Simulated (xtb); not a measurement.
**SnH₃ClO: geometry relaxation (part 1 of 3)**

- system: SnH₃ClO, SMILES [OH][SnH2][Cl]
- method: GFN0-xTB (xtb 6.7.1)

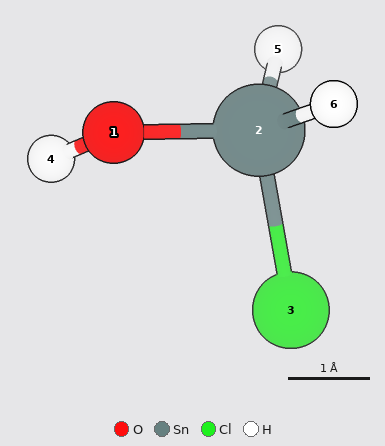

*The starting structure (ball-and-stick view, seen at a tilt; atoms are numbered from 1 in the order of the input). Sticks mark near contacts.*

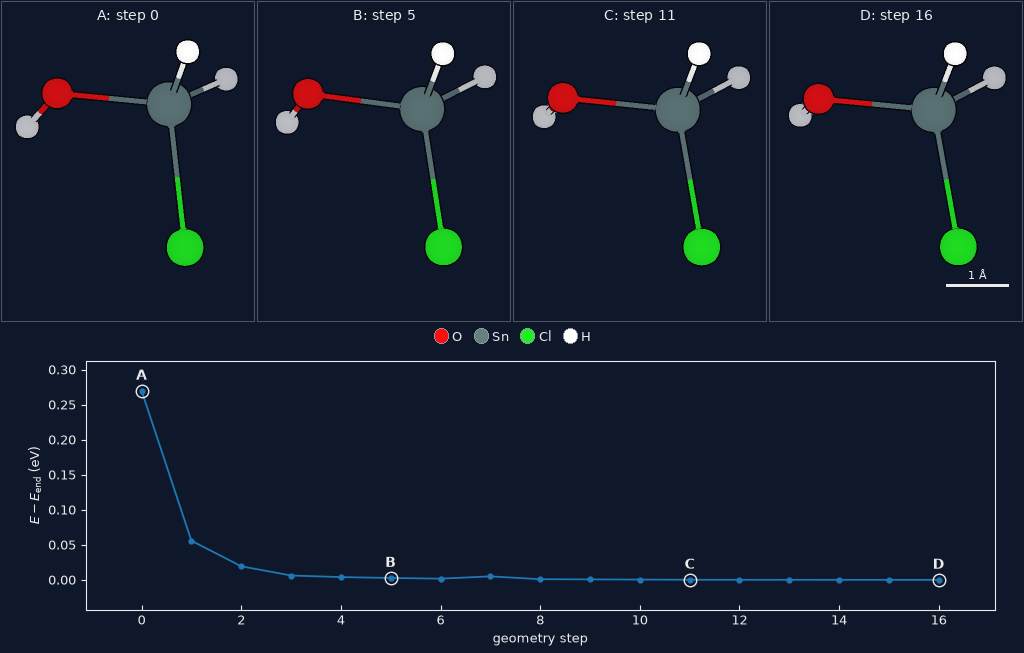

*Frames of the relaxation (ball-and-stick view, seen at a tilt) above the curves, on which the letters mark them (steps are counted from 0).*

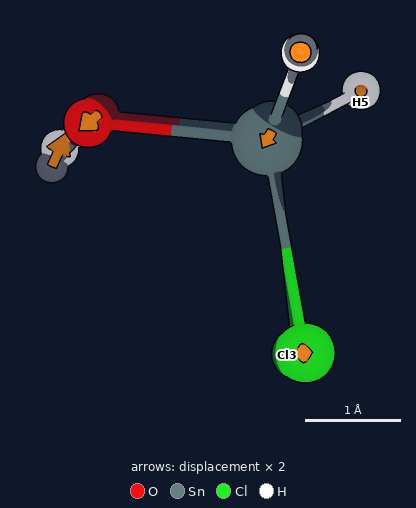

*Start (faint) and end (solid) with the displacements as orange arrows, magnified 2 times (ball-and-stick view, seen at a tilt). The two geometries are laid on each other by the best rigid fit.*

The largest move after the best rigid fit is that of H4, 0.21 Å. Largest moves by element: H 0.21 Å, O 0.16 Å, Cl 0.12 Å, Sn 0.11 Å. Distances before and after: O1–H4 1.051 → 0.957 Å, Sn2–Cl3 2.386 → 2.323 Å, Sn2–H6 1.720 → 1.670 Å, O1–Sn2 1.877 → 1.910 Å. Among the angles that change: Sn2–O1–H4 123.4° → 114.3°, H5–Sn2–H6 116.7° → 107.7°, O1–Sn2–H5 111.2° → 116.5°. After 16 geometry steps the energy has fallen by 0.270 eV. (Atoms are counted from 1 in the order of the input.)

The input that produced these results follows, with the program's output.

Input file (input.xyz)
```
6

O     -1.36645    -0.50082    -0.28414
Sn     0.21276     0.40846     0.16714
Cl     1.74807    -1.35611     0.63935
H     -1.41443    -1.24276    -1.02670
H      0.81198     1.25797    -1.13408
H     -0.10360     1.30760     1.59862
```

File .CHRG
```
0
```

File .UHF
```
0
```

Command:
```bash
xtb input.xyz -o vtight --gfn 0 > out.txt 2> xtb.err
```

The program's output
```
* xtb version 6.7.1
   ID    Z sym.   atoms
    1    8 O      1
    2   50 Sn     2
    3   17 Cl     3
    4    1 H      4-6

           -------------------------------------------------
          |                Calculation Setup                |
           -------------------------------------------------

          program call               : xtb input.xyz -o vtight --gfn 0
          coordinate file            : input.xyz
          omp threads                :                     1

           -------------------------------------------------
          |                 G F N 0 - x T B                 |
           -------------------------------------------------

      * Hamiltonian:
        H0-scaling (s, p, d)           2.000000    2.486800    2.270000
        zeta-weighting                 1.000000
      * Dispersion:
        s8                             2.850000
        a1                             0.800000
        a2                             4.600000
        s9                             0.000000
      * Repulsion:
        kExp                           1.500000
        rExp                           1.000000
      * Coulomb:
        alpha                          0.000000
        third order                    atomic
        anisotropic                    false
      * Polar bond correction:
        rad-shift                      0.053700
        strength                      -0.012900
        en-exp                         3.484700
        en-scale                       0.509700

          ...................................................
          :                      SETUP                      :
          :.................................................:
          :  # basis functions                  30          :
          :  # atomic orbitals                  28          :
          :  # shells                           14          :
          :  # electrons                        20          :
          :  electronic temp.          300.0000000     K    :
          :  accuracy                    1.0000000          :
          :  -> integral cutoff          0.2500000E+02      :
          :  -> integral neglect         0.1000000E-07      :
          ...................................................
  Checking positiv definite overlap ...  done.

         #    Occupation            Energy/Eh            Energy/eV
      -------------------------------------------------------------
         1        2.0000           -0.9732770             -26.4842
       ...           ...                  ...                  ...
         4        2.0000           -0.5357335             -14.5780
         5        2.0000           -0.5163267             -14.0500
         6        2.0000           -0.4938947             -13.4396
         7        2.0000           -0.4610794             -12.5466
         8        2.0000           -0.4533322             -12.3358
         9        2.0000           -0.4444117             -12.0931
        10        2.0000           -0.4338583             -11.8059 (HOMO)
        11                         -0.2386008              -6.4927 (LUMO)
        12                         -0.1860962              -5.0639
        13                         -0.1580571              -4.3010
        14                         -0.1345692              -3.6618
        15                         -0.1129963              -3.0748
       ...                                ...                  ...
        28                          0.9805646              26.6825
      -------------------------------------------------------------
                  HL-Gap            0.1952575 Eh            5.3132 eV
             Fermi-level            0.0000000 Eh            0.0000 eV

 EHT (total)                   0 d,  0 h,  0 min,  0.002 sec
 EHT setup                      ...        0 min,  0.000 sec (  3.648%)
 Coordination number            ...        0 min,  0.000 sec (  1.440%)
 EEQ model density              ...        0 min,  0.000 sec (  1.565%)
 D4 Dispersion                  ...        0 min,  0.000 sec (  7.566%)
 Integral evaluation            ...        0 min,  0.000 sec ( 26.457%)
 Cholesky factorization         ...        0 min,  0.000 sec (  1.229%)
 Zeroth order Hamiltonian       ...        0 min,  0.000 sec ( 14.080%)
 Gradient calculation           ...        0 min,  0.001 sec ( 39.946%)

         :::::::::::::::::::::::::::::::::::::::::::::::::::::
         ::                     SUMMARY                     ::
         :::::::::::::::::::::::::::::::::::::::::::::::::::::
         :: total energy             -11.611928086689 Eh    ::
         :: gradient norm              0.077776195463 Eh/a0 ::
         :: HOMO-LUMO gap              5.313228072759 eV    ::
         ::.................................................::
         :: H0 energy                -11.565712419125 Eh    ::
         :: repulsion energy           0.026530338982 Eh    ::
         :: electrostat energy        -0.071581698450 Eh    ::
         :: -> Gsolv                   0.000000000000 Eh    ::
         ::    -> Gsasa                0.000000000000 Eh    ::
         ::    -> Gshift               0.000000000000 Eh    ::
         :: dispersion energy         -0.001164308095 Eh    ::
         :: short-range corr.          0.000000000000 Eh    ::
         :: add. restraining           0.000000000000 Eh    ::
         :: total charge              -0.000000000000 e     ::
         :::::::::::::::::::::::::::::::::::::::::::::::::::::

      -----------------------------------------------------------
     |                   =====================                   |
     |                        A N C O P T                        |
     |                   =====================                   |
     |               Approximate Normal Coordinate               |
     |                Rational Function Optimizer                |
      -----------------------------------------------------------
      -----------------------------------------------------------
     |                   =====================                   |
     |                        A N C O P T                        |
     |                   =====================                   |
     |               Approximate Normal Coordinate               |
     |                Rational Function Optimizer                |
      -----------------------------------------------------------

          ...................................................
          :                      SETUP                      :
          :.................................................:
          :   optimization level         verytight          :
          :   max. optcycles                   200          :
          :   ANC micro-cycles                  20          :
          :   degrees of freedom                12          :
          :.................................................:
          :   RF solver                   davidson          :
          :   write xtbopt.log                true          :
          :   linear?                        false          :
          :   energy convergence         0.1000000E-06 Eh   :
          :   grad. convergence          0.2000000E-03 Eh/α :
          :   maxmium RF displ.          1.0000000          :
          :   Hlow (freq-cutoff)         0.1000000E-01      :
          :   Hmax (freq-cutoff)         5.0000000          :
          :   S6 in model hess.         20.0000000          :
          ...................................................

generating ANC from exact Hessian ...
Using Lindh-Hessian (1995)
 Shifting diagonal of input Hessian by    9.0838405419415517E-003
 Lowest  eigenvalues of input Hessian
    0.000000    0.000000    0.000000    0.000000    0.000000    0.000000
    0.010000    0.010461    0.011436    0.012533    0.013647    0.017074
    0.063026    0.072771    0.154796    0.235953    0.545780    1.068940
 Highest eigenvalues
    0.063026    0.072771    0.154796    0.235953    0.545780    1.068940

........................................................................
.............................. CYCLE    1 ..............................
........................................................................
     Diagonalization            ...        0 min,  0.000 sec
 * total energy  :   -11.6119281 Eh     change        0.0000000E+00 Eh
   gradient norm :     0.0777760 Eh/α   predicted     0.0000000E+00 (   0.00%)
   displ. norm   :     0.4296463 α      lambda       -0.1470914E-01
   maximum displ.:     0.2909274 α      in ANC's #7, #4, #3, ...

........................................................................
.............................. CYCLE    2 ..............................
........................................................................
     Diagonalization            ...        0 min,  0.000 sec
 * total energy  :   -11.6197928 Eh     change       -0.7864705E-02 Eh
   gradient norm :     0.0445381 Eh/α   predicted    -0.8712187E-02 (  10.78%)
   displ. norm   :     0.2125136 α      lambda       -0.4719623E-02
   maximum displ.:     0.1372638 α      in ANC's #8, #4, #5, ...

........................................................................
.............................. CYCLE    3 ..............................
........................................................................
     Diagonalization            ...        0 min,  0.000 sec
 * total energy  :   -11.6211327 Eh     change       -0.1339911E-02 Eh
   gradient norm :     0.0148244 Eh/α   predicted    -0.2466388E-02 (  84.07%)
   displ. norm   :     0.1616001 α      lambda       -0.1188568E-02
   maximum displ.:     0.1180120 α      in ANC's #4, #8, #3, ...

........................................................................
.............................. CYCLE    4 ..............................
........................................................................
     Diagonalization            ...        0 min,  0.000 sec
 * total energy  :   -11.6216167 Eh     change       -0.4839980E-03 Eh
   gradient norm :     0.0061393 Eh/α   predicted    -0.6098032E-03 (  25.99%)
   displ. norm   :     0.0962004 α      lambda       -0.2340250E-03
   maximum displ.:     0.0817273 α      in ANC's #3, #2, #4, ...

........................................................................
.............................. CYCLE    5 ..............................
........................................................................
     Diagonalization            ...        0 min,  0.000 sec
 * total energy  :   -11.6217000 Eh     change       -0.8326082E-04 Eh
   gradient norm :     0.0079555 Eh/α   predicted    -0.1180973E-03 (  41.84%)
   displ. norm   :     0.0334240 α      lambda       -0.8386043E-04
   maximum displ.:     0.0248029 α      in ANC's #1, #2, #5, ...

........................................................................
.............................. CYCLE    6 ..............................
........................................................................
     Diagonalization            ...        0 min,  0.000 sec
 * total energy  :   -11.6217462 Eh     change       -0.4619182E-04 Eh
   gradient norm :     0.0023886 Eh/α   predicted    -0.4197628E-04 (  -9.13%)
   displ. norm   :     0.0574010 α      lambda       -0.4791703E-04
   maximum displ.:     0.0372727 α      in ANC's #3, #2, #4, ...

........................................................................
.............................. CYCLE    7 ..............................
........................................................................
     Diagonalization            ...        0 min,  0.000 sec
 * total energy  :   -11.6217810 Eh     change       -0.3484881E-04 Eh
   gradient norm :     0.0006535 Eh/α   predicted    -0.2403795E-04 ( -31.02%)
   displ. norm   :     0.1997973 α      lambda       -0.5877097E-04
   maximum displ.:     0.1126231 α      in ANC's #3, #4, #2, ...

........................................................................
.............................. CYCLE    8 ..............................
........................................................................
     Diagonalization            ...        0 min,  0.000 sec
 * total energy  :   -11.6216622 Eh     change        0.1187745E-03 Eh
   gradient norm :     0.0152199 Eh/α   predicted    -0.2990429E-04 (-125.18%)
   displ. norm   :     0.0863764 α      lambda       -0.2944107E-03
   maximum displ.:     0.0447428 α      in ANC's #4, #3, #6, ...

........................................................................
.............................. CYCLE    9 ..............................
........................................................................
     Diagonalization            ...        0 min,  0.000 sec
 * total energy  :   -11.6218099 Eh     change       -0.1477099E-03 Eh
   gradient norm :     0.0031695 Eh/α   predicted    -0.1483022E-03 (   0.40%)
   displ. norm   :     0.0120898 α      lambda       -0.1372953E-04
   maximum displ.:     0.0068601 α      in ANC's #1, #3, #6, ...
```
